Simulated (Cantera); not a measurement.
Charge: 1 mol B, 0.088 mol H2O, a varied amount of N2, held at 877 °C and 10.0 mbar.

Equilibrium computed with Cantera from the NASA thermochemical tables; the gas is ideal and each condensed phase is pure. Candidate condensed phases: B, BN, B2O3, B3O3H3, H2O; 39 gas species. N2 is the only nitrogen source here; it is nearly inert below about 1500 K, so the nitride shown seldom forms there in practice. Mutual solubility and eutectic melting of coexisting phases are not modelled. Rates play no part.

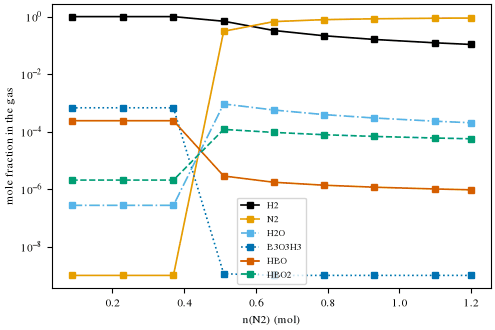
Figure. Equilibrium gas composition (values under 1e-9 drawn at 1e-9)

Question: Read off the mole fractions at 0.65 mol N2.

Answer: N2 about 0.67, H2 about 0.33, H2O about 0.00056, HBO2 about 9.4e-5, HBO about 1.7e-6.
